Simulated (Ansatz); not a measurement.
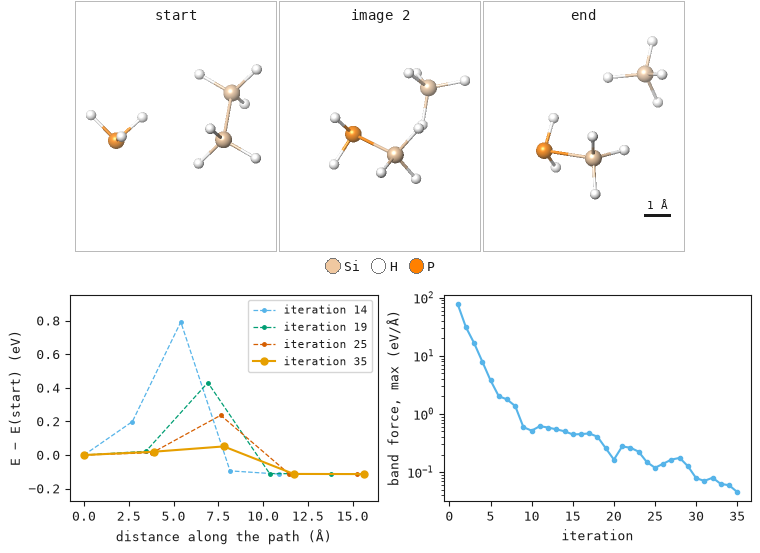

A search for the minimum-energy path of Si2PH9, made up at the start of Si₂H₆ and PH₃ by the nudged elastic band. Images are numbered from 0 (start) to 4 (end). The plot follows the band through its iterations. Style: ball-and-stick. Shown from a free direction.

Level of theory: RKS PBE/6-31G* (Ansatz). Set-up: 3 movable images; no climbing image; force threshold 0.05 eV/Å; iteration limit 60; starting path through a guess of the saddle point.

How did the profile develop, and is the result final?

The run is converged, with reservations. The band converged in 35 iterations. The largest component of the band force went from 78 to 0.045 eV/Å. No image climbed, so the highest image needn't lie on the saddle point, and the true maximum along this path can be higher. So few images resolve the path coarsely. The first iteration put the highest image at 26.150 eV. The highest point, image 2, lies 0.051 eV above the start and 0.165 eV above the end; the end is at −0.113 eV relative to the start.

Limits of the set-up: the start holds two separate molecules, 2.9 Å apart at their closest, whose relative position is a soft coordinate and is computed without a dispersion correction.

The run took 4.3 min on 1 thread of Arm Neoverse V2, with other jobs on the host, peak memory 0.13 GiB.
